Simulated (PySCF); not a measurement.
Run report: CH7ClSi2, geometry relaxation

CH7ClSi2, SMILES C[SiH2][SiH2]Cl, computed with PBE0-D3(BJ)/def2-SVP geometry optimisation, gas phase (PySCF 2.14.0).

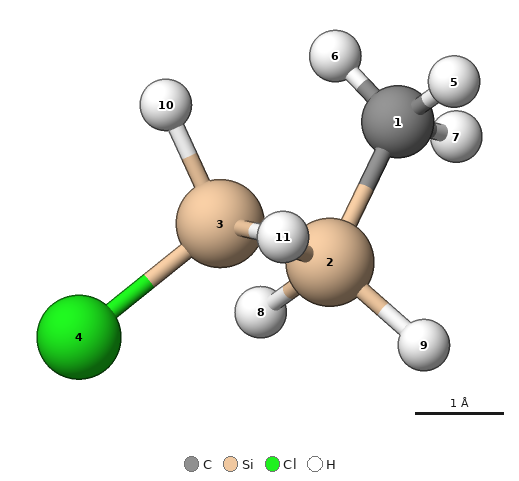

Fig. 1: The input geometry (ball-and-stick view, seen at a tilt; atoms are numbered from 1 in the order of the input). Bond lengths as drawn: Cl–Si 2.07 Å, C–H 1.07 to 1.11 Å, C–Si 1.88 Å, H–Si 1.45 to 1.49 Å and Si–Si 2.31 Å.

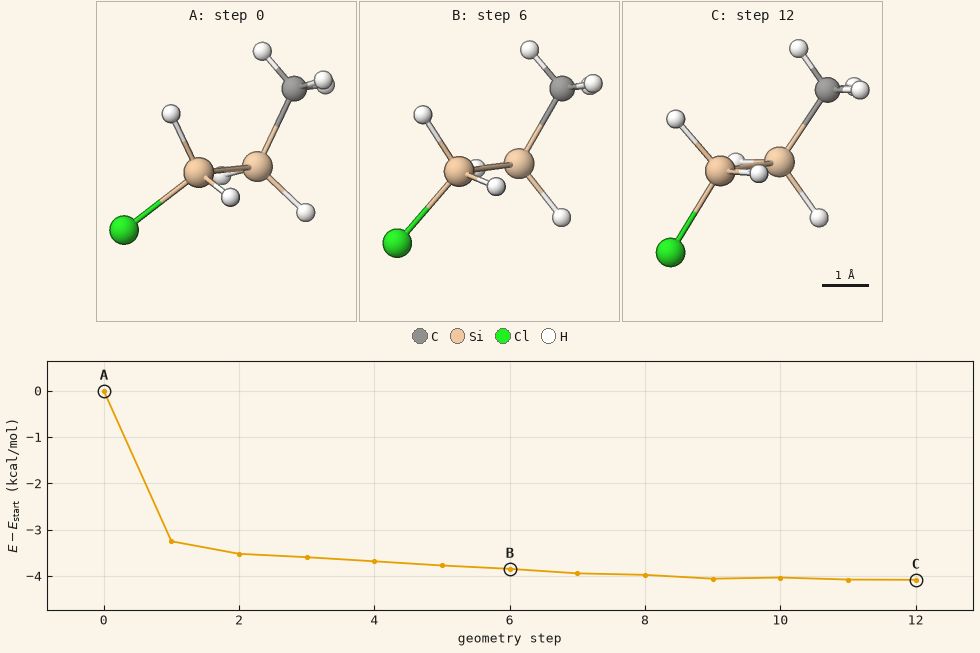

Fig. 2: Frames of the relaxation (ball-and-stick view, seen at a tilt) above the curves, on which the letters mark them (steps are counted from 0).

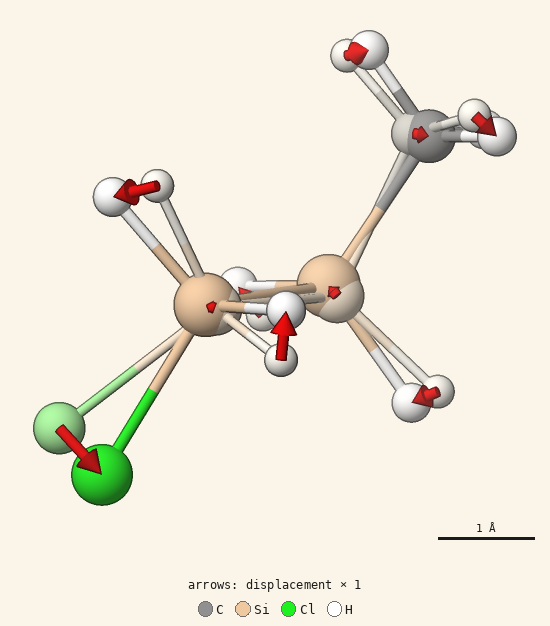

Fig. 3: Start (faint) and end (solid) with the displacements as red arrows, at true length (ball-and-stick view, seen at a tilt). The two geometries are laid on each other by the best rigid fit. Over 12 geometry steps the energy falls by 4.08 kcal/mol. Largest force component: 1 eV/Å at the start, 0.0096 eV/Å at the end. The atom that moves furthest after the best rigid fit is Cl4 (0.67 Å). Largest moves by element: Cl 0.67 Å, H 0.57 Å, C 0.17 Å, Si 0.14 Å. Among the contacts that change: Si2–H9 1.452 → 1.496 Å, Si2–Si3 2.305 → 2.343 Å, Si3–H11 1.457 → 1.494 Å, Si2–H8 1.460 → 1.496 Å. Among the angles that change: Si3–Si2–H8 113.2° → 107.3°, Cl4–Si3–H10 104.0° → 108.1°, Si3–Si2–H9 111.4° → 107.6°. (Atoms are counted from 1 in the order of the input.)

These pictures come from the run below.

**The input**
```
{"job": {"xc": "PBE0", "basis": "def2-SVP", "d3": "d3bj", "grid": 1, "shake": 0.01, "kind": "geom"}, "charge": 0, "multiplicity": 1}
C     -1.631040     0.111840     0.599740
Si    -0.323700    -0.626630    -0.526310
Si     1.684140     0.439670    -0.144870
Cl     3.282280    -0.829920    -0.477130
H     -1.738910     1.201820     0.424450
H     -1.432680    -0.014390     1.644980
H     -2.615840    -0.302710     0.400130
H     -0.268660    -2.064220    -0.274920
H     -0.760770    -0.458280    -1.900230
H      1.897440     0.929540     1.241700
H      1.945850     1.587470    -1.003200
```

The first line tells a small driver script what to run in PySCF; the rest is the geometry in Å.

Command:
```bash
OMP_NUM_THREADS=1 python <driver script> task.json out
```

**The program's output**
```
step   0  E = -1080.74734186  max force = 0.019528
step   1  E = -1080.75251900  max force = 0.005010
step   2  E = -1080.75295000  max force = 0.001796
step   3  E = -1080.75306644  max force = 0.000968
step   4  E = -1080.75320804  max force = 0.002736
step   5  E = -1080.75335186  max force = 0.003601
step   6  E = -1080.75346734  max force = 0.002229
step   7  E = -1080.75362184  max force = 0.000906
step   8  E = -1080.75367360  max force = 0.001209
step   9  E = -1080.75380569  max force = 0.001088
step  10  E = -1080.75376561  max force = 0.000657
step  11  E = -1080.75383624  max force = 0.000351
step  12  E = -1080.75384486  max force = 0.000186
optimisation converged
```

**Trajectory as extended XYZ (Å, eV, eV/Å), 13 frames, from step=0 to step=12**
```
11
Properties=species:S:1:pos:R:3:forces:R:3 step=0 energy=-29408.63311
C    -1.6310    0.1118    0.5997   -0.1875   0.9774  -0.7824
Si   -0.3237   -0.6266   -0.5263   -0.5555   0.1911   0.6928
Si    1.6841    0.4397   -0.1449    0.6926  -0.1425   0.3949
Cl    3.2823   -0.8299   -0.4771    0.2242  -0.3667  -0.1406
H    -1.7389    1.2018    0.4244    0.1324  -0.1891   0.0083
H    -1.4327   -0.0144    1.6450    0.3379  -0.2235   1.0042
H    -2.6158   -0.3027    0.4001   -0.3879  -0.3649  -0.1559
H    -0.2687   -2.0642   -0.2749    0.2904  -0.6601   0.1404
H    -0.7608   -0.4583   -1.9002   -0.1025   0.1741  -0.8938
H     1.8974    0.9295    1.2417   -0.2965   0.0058   0.2356
H     1.9459    1.5875   -1.0032   -0.1475   0.5984  -0.5035
11
Properties=species:S:1:pos:R:3:forces:R:3 step=1 energy=-29408.77399
C    -0.4152    1.0569    0.6261   -0.0224  -0.0774   0.2576
Si    0.9141    0.2524   -0.4373    0.0779  -0.0484  -0.2022
Si    2.9983    1.2830   -0.0707   -0.2507  -0.0266  -0.0360
Cl    4.5578   -0.0352   -0.4865   -0.0719   0.1020   0.0224
H    -0.4838    2.1340    0.4221    0.0169   0.0843  -0.0412
H    -0.2054    0.9301    1.7038   -0.0039   0.0005  -0.1508
H    -1.4024    0.6152    0.4192    0.0202  -0.0257  -0.0134
H     1.0695   -1.2110   -0.1504   -0.0654   0.0647   0.0332
H     0.5510    0.4125   -1.8862    0.0473  -0.0540   0.0643
H     3.0602    1.7094    1.3592    0.1623  -0.0022   0.0293
H     3.1423    2.4941   -0.9351    0.0896  -0.0173   0.0368
11
Properties=species:S:1:pos:R:3:forces:R:3 step=2 energy=-29408.78572
C    -0.4193    1.0528    0.6259   -0.0342   0.0288   0.0445
Si    0.9096    0.2514   -0.4416    0.0337   0.0042  -0.0630
Si    2.9852    1.2915   -0.0673   -0.0923   0.0148   0.0218
Cl    4.5406   -0.0187   -0.5003    0.0064  -0.0151  -0.0218
H    -0.4906    2.1315    0.4161   -0.0030  -0.0115  -0.0034
H    -0.2027    0.9276    1.6981    0.0165  -0.0068  -0.0216
H    -1.4033    0.6032    0.4213    0.0064  -0.0055  -0.0023
H     1.0548   -1.2065   -0.1395   -0.0134   0.0088   0.0299
H     0.5534    0.3967   -1.8894    0.0311  -0.0254   0.0045
H     3.1012    1.7085    1.3641    0.0441  -0.0110  -0.0049
H     3.1575    2.5033   -0.9231    0.0047   0.0188   0.0164
11
Properties=species:S:1:pos:R:3:forces:R:3 step=3 energy=-29408.78888
C    -0.4239    1.0526    0.6246   -0.0172   0.0268  -0.0498
Si    0.9096    0.2519   -0.4406   -0.0048   0.0155   0.0129
Si    2.9790    1.2970   -0.0641    0.0050   0.0246   0.0157
Cl    4.5267   -0.0111   -0.5313    0.0115  -0.0349  -0.0334
H    -0.5019    2.1296    0.4088   -0.0078  -0.0132   0.0071
H    -0.2007    0.9318    1.6947    0.0149  -0.0060   0.0210
H    -1.4043    0.5942    0.4234   -0.0002  -0.0014   0.0073
H     1.0538   -1.2019   -0.1226    0.0047  -0.0049   0.0233
H     0.5645    0.3821   -1.8907    0.0171  -0.0123  -0.0150
H     3.1296    1.6975    1.3688   -0.0009  -0.0148  -0.0026
H     3.1539    2.5177   -0.9067   -0.0224   0.0206   0.0135
11
Properties=species:S:1:pos:R:3:forces:R:3 step=4 energy=-29408.79274
C    -0.4339    1.0554    0.6205    0.0111   0.0136  -0.1407
Si    0.9119    0.2533   -0.4311   -0.0489   0.0231   0.0963
Si    2.9735    1.3047   -0.0582    0.1219   0.0246  -0.0121
Cl    4.4973    0.0014   -0.6175   -0.0062  -0.0319  -0.0319
H    -0.5280    2.1279    0.3894   -0.0072  -0.0140   0.0176
H    -0.2006    0.9493    1.6890    0.0023   0.0027   0.0569
H    -1.4067    0.5780    0.4281   -0.0067   0.0027   0.0182
H     1.0603   -1.1921   -0.0804    0.0203  -0.0149   0.0115
H     0.5891    0.3517   -1.8872   -0.0006   0.0011  -0.0308
H     3.1869    1.6613    1.3781   -0.0434  -0.0237   0.0033
H     3.1364    2.5506   -0.8664   -0.0426   0.0168   0.0116
11
Properties=species:S:1:pos:R:3:forces:R:3 step=5 energy=-29408.79665
C    -0.4498    1.0648    0.6123    0.0377  -0.0151  -0.1773
Si    0.9170    0.2557   -0.4076   -0.0780   0.0234   0.1520
Si    2.9740    1.3107   -0.0507    0.1852   0.0189  -0.0613
Cl    4.4428    0.0196   -0.7715    0.0011  -0.0107  -0.0001
H    -0.5682    2.1278    0.3525   -0.0033  -0.0056   0.0174
H    -0.2084    0.9895    1.6815   -0.0191   0.0166   0.0682
H    -1.4108    0.5585    0.4356   -0.0132   0.0063   0.0207
H     1.0754   -1.1756   -0.0069    0.0232  -0.0197  -0.0042
H     0.6273    0.3043   -1.8723   -0.0186   0.0109  -0.0359
H     3.2797    1.5860    1.3862   -0.0686  -0.0313   0.0122
H     3.1073    2.6000   -0.7948   -0.0464   0.0062   0.0082
11
Properties=species:S:1:pos:R:3:forces:R:3 step=6 energy=-29408.79979
C    -0.4522    1.0688    0.6070    0.0302  -0.0131  -0.0972
Si    0.9187    0.2549   -0.4010   -0.0435   0.0159   0.0902
Si    2.9808    1.3075   -0.0509    0.1146  -0.0013  -0.0459
Cl    4.4474    0.0197   -0.7825   -0.0070   0.0066   0.0046
H    -0.5704    2.1301    0.3410   -0.0007   0.0012   0.0055
H    -0.2181    1.0023    1.6794   -0.0180   0.0150   0.0344
H    -1.4131    0.5618    0.4310   -0.0068   0.0031   0.0089
H     1.0793   -1.1760    0.0025    0.0117  -0.0092  -0.0016
H     0.6298    0.2999   -1.8674   -0.0135   0.0027  -0.0178
H     3.2800    1.5688    1.3896   -0.0412  -0.0212   0.0121
H     3.1042    2.6036   -0.7844   -0.0258   0.0003   0.0067
11
Properties=species:S:1:pos:R:3:forces:R:3 step=7 energy=-29408.80400
C    -0.4589    1.0838    0.5885    0.0027   0.0056   0.0466
Si    0.9235    0.2513   -0.3820    0.0217  -0.0030  -0.0265
Si    2.9955    1.2962   -0.0451   -0.0249  -0.0249  -0.0040
Cl    4.4502    0.0269   -0.8284    0.0009   0.0216   0.0086
H    -0.5763    2.1385    0.2978    0.0023   0.0050  -0.0153
H    -0.2454    1.0470    1.6684   -0.0097   0.0080  -0.0179
H    -1.4177    0.5718    0.4146    0.0016   0.0002  -0.0123
H     1.0851   -1.1751    0.0399   -0.0110   0.0035   0.0047
H     0.6414    0.2766   -1.8523   -0.0026  -0.0104   0.0098
H     3.2936    1.5096    1.4033    0.0083  -0.0021   0.0037
H     3.0953    2.6148   -0.7404    0.0107  -0.0034   0.0026
11
Properties=species:S:1:pos:R:3:forces:R:3 step=8 energy=-29408.80540
C    -0.4619    1.0934    0.5775   -0.0032   0.0114   0.0621
Si    0.9252    0.2477   -0.3743    0.0270  -0.0090  -0.0407
Si    2.9998    1.2885   -0.0382   -0.0461  -0.0209   0.0057
Cl    4.4515    0.0347   -0.8502    0.0071   0.0166   0.0057
H    -0.5765    2.1440    0.2713    0.0021   0.0043  -0.0168
H    -0.2582    1.0724    1.6598   -0.0044   0.0040  -0.0231
H    -1.4198    0.5798    0.4033    0.0029   0.0003  -0.0143
H     1.0813   -1.1754    0.0611   -0.0140   0.0053   0.0057
H     0.6486    0.2598   -1.8459    0.0016  -0.0108   0.0121
H     3.3037    1.4780    1.4123    0.0145   0.0012   0.0018
H     3.0926    2.6184   -0.7124    0.0125  -0.0025   0.0016
11
Properties=species:S:1:pos:R:3:forces:R:3 step=9 energy=-29408.80900
C    -0.4709    1.1329    0.5315   -0.0132   0.0223   0.0559
Si    0.9301    0.2310   -0.3459    0.0172  -0.0243  -0.0454
Si    3.0108    1.2568   -0.0057   -0.0526  -0.0030   0.0220
Cl    4.4522    0.0766   -0.9365    0.0096   0.0114  -0.0055
H    -0.5707    2.1647    0.1620    0.0024  -0.0011  -0.0099
H    -0.3016    1.1737    1.6188    0.0108  -0.0081  -0.0189
H    -1.4268    0.6149    0.3574    0.0040   0.0002  -0.0093
H     1.0557   -1.1762    0.1482   -0.0146   0.0045   0.0056
H     0.6804    0.1866   -1.8215    0.0120  -0.0062   0.0093
H     3.3484    1.3507    1.4469    0.0186   0.0050  -0.0027
H     3.0788    2.6296   -0.5909    0.0059  -0.0007  -0.0009
11
Properties=species:S:1:pos:R:3:forces:R:3 step=10 energy=-29408.80791
C    -0.4786    1.1723    0.4802   -0.0131   0.0177   0.0149
Si    0.9343    0.2100   -0.3117   -0.0096  -0.0338  -0.0190
Si    3.0171    1.2262    0.0325   -0.0058   0.0171   0.0051
Cl    4.4320    0.1575   -1.0602   -0.0057  -0.0076   0.0143
H    -0.5624    2.1776    0.0397    0.0053  -0.0021   0.0016
H    -0.3377    1.2832    1.5660    0.0170  -0.0115  -0.0048
H    -1.4324    0.6481    0.3131    0.0020   0.0019   0.0006
H     1.0238   -1.1730    0.2539   -0.0086   0.0026  -0.0022
H     0.7223    0.0954   -1.7886    0.0130   0.0043  -0.0002
H     3.4180    1.1986    1.4717    0.0110   0.0060  -0.0058
H     3.0500    2.6454   -0.4325   -0.0055   0.0054  -0.0046
11
Properties=species:S:1:pos:R:3:forces:R:3 step=11 energy=-29408.80983
C    -0.4728    1.1525    0.5062   -0.0054   0.0085   0.0059
Si    0.9315    0.2167   -0.3314    0.0009  -0.0181  -0.0083
Si    3.0099    1.2425    0.0149   -0.0113   0.0036   0.0071
Cl    4.4427    0.1206   -0.9978    0.0062   0.0044  -0.0028
H    -0.5619    2.1724    0.1020    0.0014  -0.0005   0.0011
H    -0.3133    1.2253    1.5928    0.0073  -0.0062  -0.0020
H    -1.4292    0.6343    0.3363   -0.0004   0.0022   0.0013
H     1.0348   -1.1785    0.2001   -0.0049   0.0014  -0.0001
H     0.7047    0.1373   -1.8084    0.0075   0.0012   0.0010
H     3.3831    1.2783    1.4614    0.0041   0.0029  -0.0015
H     3.0569    2.6398   -0.5119   -0.0055   0.0006  -0.0017
11
Properties=species:S:1:pos:R:3:forces:R:3 step=12 energy=-29408.81007
C    -0.4701    1.1483    0.5098   -0.0008   0.0032  -0.0057
Si    0.9312    0.2140   -0.3353   -0.0005  -0.0096   0.0013
Si    3.0060    1.2458    0.0136   -0.0031   0.0007   0.0016
Cl    4.4466    0.1255   -0.9899    0.0077   0.0045  -0.0025
H    -0.5572    2.1706    0.1115    0.0005  -0.0008   0.0028
H    -0.3056    1.2140    1.5960    0.0028  -0.0037   0.0020
H    -1.4284    0.6338    0.3402   -0.0014   0.0013   0.0025
H     1.0343   -1.1830    0.1913   -0.0021   0.0005  -0.0001
H     0.7044    0.1406   -1.8125    0.0037   0.0008  -0.0008
H     3.3766    1.2914    1.4604    0.0001   0.0008  -0.0007
H     3.0487    2.6403   -0.5208   -0.0071   0.0021  -0.0004
```

**Results in brief**

- outcome: converged
- total energy: −1080.753845 hartree
- dipole moment: 2.44 D
- point group: Cs
- hardware: 1 CPU thread, shared host
- wall time: 82 s
- peak memory: 0.42 GiB
